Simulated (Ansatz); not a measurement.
# Nudged elastic band of HfH5O4F (part 2 of 2)

The same run, continued: HfH5O4F; RKS PBE0-D4/def2-SVP (Ansatz 0.2.0). It belongs to a series of runs on one base structure; here: band between the two ends.

Geometry of the input (Å):
```
Hf -0.0725  -0.0381  0.1329
O  -0.0666  0.1483  2.1869
H  -0.4498  -0.2894  2.9477
O  1.5960  -0.4914  -0.7194
H  2.4661  -0.4711  -1.1103
O  -1.1185  1.2492  -0.8438
H  -1.5141  1.9752  -1.3191
O  -1.1045  -1.6647  0.0359
H  -1.5311  -2.4568  -0.2811
F  1.0716  1.7885  1.1293
H  0.6914  1.2907  1.9260
```

## What the program printed, continued
```
NEB iter  44: max|band force component| = 5.593e-2 eV/Å  barrier→ = 0.0017 eV  barrier← = 0.7340 eV  CI = image 1  Δτ_max = 0.0165 Å  (270 SCF iters)
the calculation of the forces begins
reference -12281.20178386 eV, -451.3258410593 hartree; 29, 29 occupied and 98, 98 virtual orbitals, 1310 factors
1310 factors; integrals over basis functions are off by at most 3.4e-4 eV
mean field evaluation 3136: about -12280.3876 eV, gradient 6.6e0 eV
mean field -12280.50822950 eV, -451.3003534067 hartree, gradient 4.5e-5 eV, S^2 0.000000; 1 other end points of the search recorded, 0 dependent functions left out
the calculation of the forces begins
reference -12280.50829434 eV, -451.3003557894 hartree; 29, 29 occupied and 98, 98 virtual orbitals, 1310 factors
NEB iter  45: max|band force component| = 2.983e-2 eV/Å  barrier→ = 0.0017 eV  barrier← = 0.7340 eV  CI = image 1  Δτ_max = 0.0000 Å  (512 SCF iters)
```

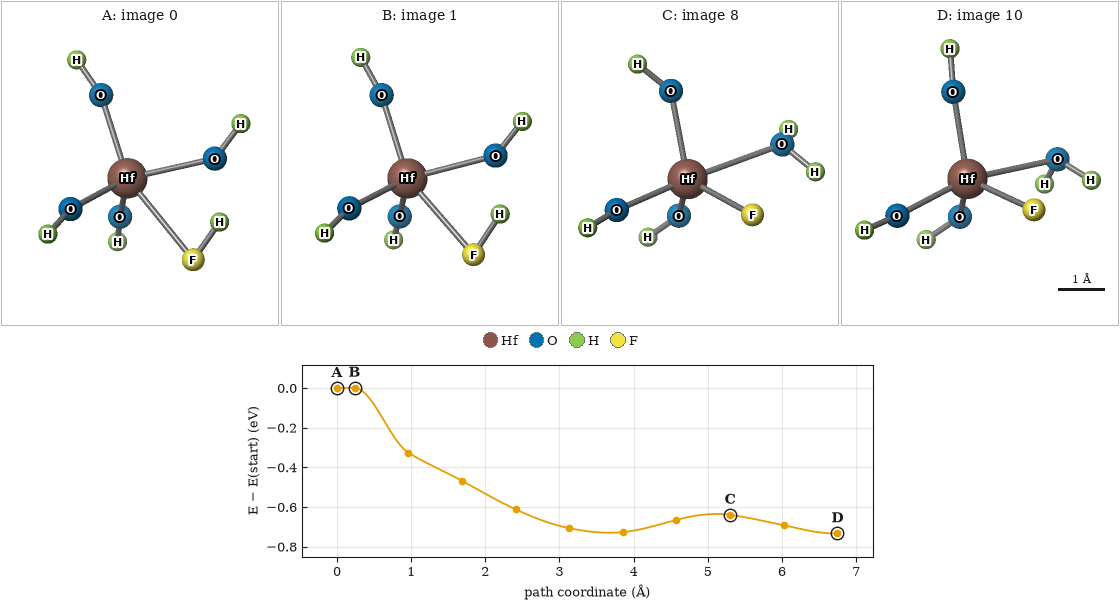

Figure 1. Images of the last band (counted from 0; ball-and-stick, seen at a tilt) above the energy along the path; the line is a cubic interpolation that uses the forces. The highest image is number 1, 0.002 eV above the start and 0.734 eV above the end (the climbing image); the end lies 0.732 eV below the start. A further maximum stands at image 8, −0.639 eV from the start, so the path isn't one elementary step. The path is 6.75 Å long. The band converged in 45 iterations.

```
Total energy: -12280.67457025 eV, -451.3064663165 hartree
Atom 0 at    -0.048610     0.004780     0.120757 Å, force     0.000110     0.000773    -0.000507 eV/Å
Atom 1 at    -0.083203     0.150497     2.207486 Å, force     0.000140     0.000982     0.000159 eV/Å
Atom 2 at    -0.436195    -0.272694     2.990067 Å, force     0.000176     0.000023     0.000077 eV/Å
Atom 3 at     1.603066    -0.469506    -0.748350 Å, force    -0.000025    -0.001152    -0.000184 eV/Å
Atom 4 at     2.449815    -0.463588    -1.187041 Å, force     0.000109     0.000829     0.000048 eV/Å
Atom 5 at    -1.097307     1.274233    -0.872232 Å, force    -0.000299    -0.000132     0.000219 eV/Å
Atom 6 at    -1.506755     1.940986    -1.416546 Å, force     0.000189     0.000017    -0.000082 eV/Å
Atom 7 at    -1.080128    -1.622242     0.038980 Å, force     0.000079    -0.000060    -0.000225 eV/Å
Atom 8 at    -1.519084    -2.439068    -0.181855 Å, force    -0.000003    -0.000040     0.000178 eV/Å
Atom 9 at     1.053063     1.738214     1.156697 Å, force     0.001751     0.001570    -0.003582 eV/Å
Atom 10 at     0.633237     1.198586     1.977036 Å, force    -0.002226    -0.002809     0.003899 eV/Å
Dipole moment:    -0.170355    -0.234295     0.064100 e Å
this run last wrote the band of iteration 45 to [file]
```

## The last band as extended XYZ (Å, eV, eV/Å)
```
11
Properties=species:S:1:pos:R:3:forces:R:3 image=0 energy=-12280.67621
Hf   -0.0725   -0.0381    0.1329   -0.0075  -0.0145  -0.0017
O    -0.0666    0.1483    2.1869   -0.0126  -0.0014   0.0131
H    -0.4498   -0.2894    2.9477    0.0082  -0.0003  -0.0065
O     1.5960   -0.4914   -0.7194    0.0228   0.0010   0.0002
H     2.4661   -0.4711   -1.1103   -0.0215   0.0031   0.0034
O    -1.1185    1.2492   -0.8438   -0.0139   0.0214  -0.0023
H    -1.5141    1.9752   -1.3191    0.0156  -0.0170   0.0050
O    -1.1045   -1.6647    0.0359    0.0051   0.0040  -0.0119
H    -1.5311   -2.4568   -0.2811    0.0010   0.0036   0.0094
F     1.0716    1.7885    1.1293    0.0087   0.0085  -0.0158
H     0.6914    1.2907    1.9260   -0.0059  -0.0084   0.0072
11
Properties=species:S:1:pos:R:3:forces:R:3 image=1 energy=-12280.67451
Hf   -0.0486    0.0048    0.1208    0.0001   0.0008  -0.0005
O    -0.0832    0.1505    2.2075    0.0001   0.0010   0.0002
H    -0.4362   -0.2727    2.9901    0.0002   0.0000   0.0001
O     1.6031   -0.4695   -0.7483    0.0000  -0.0012  -0.0002
H     2.4498   -0.4636   -1.1870    0.0001   0.0008   0.0000
O    -1.0973    1.2742   -0.8722   -0.0003  -0.0001   0.0002
H    -1.5068    1.9410   -1.4165    0.0002   0.0000  -0.0001
O    -1.0801   -1.6222    0.0390    0.0001  -0.0001  -0.0002
H    -1.5191   -2.4391   -0.1819    0.0000   0.0000   0.0002
F     1.0531    1.7382    1.1567    0.0018   0.0016  -0.0036
H     0.6332    1.1986    1.9770   -0.0022  -0.0028   0.0039
11
Properties=species:S:1:pos:R:3:forces:R:3 image=2 energy=-12281.00106
Hf    0.0435    0.1150    0.0254    0.0414   0.0515  -0.0447
O    -0.0289    0.1086    2.2815    0.0219  -0.0275   0.0344
H    -0.5063   -0.1995    3.0546   -0.0310   0.0202   0.0276
O     1.6007   -0.5361   -0.9156   -0.0021  -0.0257  -0.0765
H     2.4724   -0.3914   -1.2777    0.0091   0.0359  -0.0448
O    -1.1335    1.2321   -1.0118   -0.0137  -0.0118  -0.0567
H    -1.4723    1.9491   -1.5406    0.0194   0.0146  -0.0488
O    -1.0111   -1.5247    0.1899    0.0259   0.0483   0.0571
H    -1.4546   -2.3433   -0.0194    0.0276   0.0477   0.0633
F     1.0155    1.6640    0.9218   -0.0132  -0.0401  -0.0964
H     0.4424    0.9664    2.3768   -0.0853  -0.1131   0.1855
11
Properties=species:S:1:pos:R:3:forces:R:3 image=3 energy=-12281.14280
Hf    0.0738    0.1773    0.0265    0.0030   0.0206   0.0047
O    -0.3019    0.3413    2.2910   -0.0915   0.0686  -0.0008
H    -0.5296   -0.3482    2.9226   -0.0065  -0.0575  -0.0411
O     1.4962   -0.5675   -1.0661   -0.0320  -0.0133  -0.0525
H     2.3839   -0.3994   -1.3817   -0.0274   0.0071  -0.0323
O    -1.1316    1.2447   -1.0316    0.0008   0.0031  -0.0069
H    -1.4845    1.8519   -1.6767   -0.0002  -0.0200  -0.0366
O    -0.9053   -1.4895    0.4811    0.0407   0.0155   0.0773
H    -1.2667   -2.2369    0.0020    0.0555   0.0376   0.0026
F     1.2392    1.5382    0.8973    0.0725  -0.0404  -0.0002
H     0.3943    0.9282    2.6205   -0.0147  -0.0214   0.0857
11
Properties=species:S:1:pos:R:3:forces:R:3 image=4 energy=-12281.28705
Hf    0.1229    0.2351    0.0506    0.0319   0.0274   0.0037
O    -0.4917    0.5080    2.2839   -0.0779   0.0698  -0.0180
H    -0.6896   -0.3569    2.6685   -0.0228  -0.0161  -0.0482
O     1.3800   -0.5059   -1.2270   -0.0289   0.0167  -0.0349
H     2.2865   -0.5112   -1.5321   -0.0228  -0.0249  -0.0380
O    -1.1334    1.3214   -0.9350    0.0024   0.0175   0.0229
H    -1.5042    1.7774   -1.6872   -0.0059  -0.0126  -0.0030
O    -0.7470   -1.4603    0.6484    0.0396   0.0064   0.0295
H    -0.9911   -2.2206    0.1145    0.0633   0.0051   0.0304
F     1.4583    1.3572    0.9762    0.0378  -0.0657   0.0135
H     0.2771    0.8960    2.7242   -0.0167  -0.0236   0.0421
11
Properties=species:S:1:pos:R:3:forces:R:3 image=5 energy=-12281.38220
Hf    0.2066    0.2642    0.0669    0.0052   0.0106  -0.0050
O    -0.6326    0.6015    2.2407   -0.0145   0.0178  -0.0039
H    -0.8551   -0.3208    2.4512   -0.0216   0.0023  -0.0245
O     1.3170   -0.4484   -1.3436   -0.0011   0.0059  -0.0148
H     2.1145   -0.6672   -1.8206   -0.0166  -0.0161  -0.0270
O    -1.0713    1.4174   -0.8147    0.0221   0.0122   0.0121
H    -1.5058    1.8500   -1.5463   -0.0084  -0.0015   0.0137
O    -0.5973   -1.4427    0.7325    0.0163  -0.0066   0.0107
H    -0.7362   -2.2588    0.2464    0.0306  -0.0060   0.0177
F     1.6119    1.1830    1.0788    0.0104  -0.0204   0.0099
H     0.1162    0.8620    2.7937   -0.0222   0.0019   0.0112
11
Properties=species:S:1:pos:R:3:forces:R:3 image=6 energy=-12281.40220
Hf    0.3171    0.2116    0.0747   -0.0118   0.0031  -0.0101
O    -0.7594    0.6950    2.1427   -0.0075  -0.0072  -0.0002
H    -1.0792   -0.1935    2.3658    0.0247  -0.0289  -0.0122
O     1.3796   -0.4990   -1.3711    0.0041  -0.0018   0.0060
H     1.9428   -0.6714   -2.1210    0.0006  -0.0167   0.0095
O    -0.8766    1.4653   -0.7777    0.0027  -0.0032  -0.0159
H    -1.5340    1.9382   -1.2801   -0.0051   0.0175   0.0089
O    -0.5249   -1.4700    0.7374   -0.0020   0.0168   0.0027
H    -0.5321   -2.3330    0.3165   -0.0035   0.0091   0.0096
F     1.7069    0.9808    1.2128   -0.0023   0.0133   0.0020
H    -0.0722    0.9161    2.7850    0.0002  -0.0021  -0.0003
11
Properties=species:S:1:pos:R:3:forces:R:3 image=7 energy=-12281.34042
Hf    0.3100    0.1301    0.1085   -0.0051   0.0201  -0.0074
O    -0.6594    0.7367    2.1770   -0.0178   0.0466  -0.0178
H    -1.3432    0.1870    2.5752    0.0239  -0.0724   0.0174
O     1.3465   -0.3798   -1.4357    0.0041  -0.0119   0.0061
H     1.9694   -0.5262   -2.1425    0.0017  -0.0110   0.0045
O    -0.9432    1.4236   -0.6276    0.0051   0.0057  -0.0340
H    -1.3491    1.8214   -1.3948   -0.0095   0.0159  -0.0223
O    -0.5343   -1.5874    0.5927   -0.0091   0.0196   0.0233
H    -0.6149   -2.4221    0.1270   -0.0003   0.0221   0.0157
F     1.7469    0.7809    1.2763   -0.0074   0.0101   0.0027
H     0.0391    0.8759    2.8289    0.0143  -0.0447   0.0118
11
Properties=species:S:1:pos:R:3:forces:R:3 image=8 energy=-12281.31502
Hf    0.3363    0.0261    0.1476    0.0004  -0.0086   0.0020
O    -0.5704    0.4572    2.2800    0.0032  -0.0154   0.0061
H    -1.5030    0.6285    2.4494   -0.0050   0.0391  -0.0166
O     1.3371   -0.3414   -1.4597    0.0015   0.0087   0.0005
H     1.9874   -0.4961   -2.1398   -0.0041   0.0082  -0.0048
O    -0.9168    1.4221   -0.4366   -0.0054  -0.0054   0.0159
H    -1.2020    1.8069   -1.2661    0.0044  -0.0069   0.0113
O    -0.5494   -1.6974    0.4511    0.0069  -0.0115  -0.0094
H    -0.6952   -2.5150   -0.0245   -0.0007  -0.0121  -0.0029
F     1.7883    0.6545    1.3058    0.0014  -0.0081   0.0021
H    -0.0443    1.0947    2.7778   -0.0026   0.0119  -0.0042
11
Properties=species:S:1:pos:R:3:forces:R:3 image=9 energy=-12281.36813
Hf    0.3413   -0.0579    0.1837    0.0015  -0.0181   0.0067
O    -0.6832    0.4847    2.2551   -0.0113   0.0016  -0.0030
H    -1.4207    1.0903    2.1052    0.0115   0.0548  -0.0410
O     1.3498   -0.2344   -1.4505   -0.0028   0.0173  -0.0029
H     1.9659   -0.3739   -2.1647   -0.0034   0.0190  -0.0045
O    -0.9204    1.3924   -0.2944   -0.0122  -0.0029   0.0206
H    -1.1315    1.7819   -1.1455    0.0002  -0.0098   0.0133
O    -0.5051   -1.7945    0.3691    0.0197  -0.0115  -0.0112
H    -0.7868   -2.6430    0.0348   -0.0049  -0.0179   0.0138
F     1.7785    0.4283    1.4249   -0.0020  -0.0207   0.0100
H    -0.0199    0.9664    2.7674    0.0038  -0.0118  -0.0018
11
Properties=species:S:1:pos:R:3:forces:R:3 image=10 energy=-12281.40846
Hf    0.3735   -0.1186    0.1716   -0.0010  -0.0007   0.0009
O    -0.7967    0.4793    2.1591   -0.0022   0.0004  -0.0023
H    -1.2565    1.2339    1.7498    0.0009  -0.0018   0.0026
O     1.3720   -0.1100   -1.4789    0.0044  -0.0044  -0.0023
H     1.9404   -0.2255   -2.2357   -0.0041   0.0033   0.0017
O    -0.8916    1.3846   -0.2043    0.0011   0.0000  -0.0013
H    -1.0500    1.8319   -1.0386    0.0003  -0.0001  -0.0001
O    -0.4017   -1.8821    0.2842   -0.0151  -0.0169   0.0085
H    -0.9350   -2.6616    0.4159    0.0154   0.0200  -0.0067
F     1.7787    0.2653    1.4689   -0.0005   0.0002  -0.0006
H    -0.1651    0.8428    2.7931    0.0007   0.0001  -0.0005
```

## Key numbers

| quantity | value |
| --- | --- |
| outcome | converged |
| barrier, forward | 0.002 eV |
| barrier, backward | 0.734 eV |
| hardware | 4 threads of Arm Neoverse V1, 24 GiB of memory available, shared host |
| wall time | 17 min (CPU time 65 min) |
| peak memory | 0.36 GiB |

The order of the saddle point was not checked.
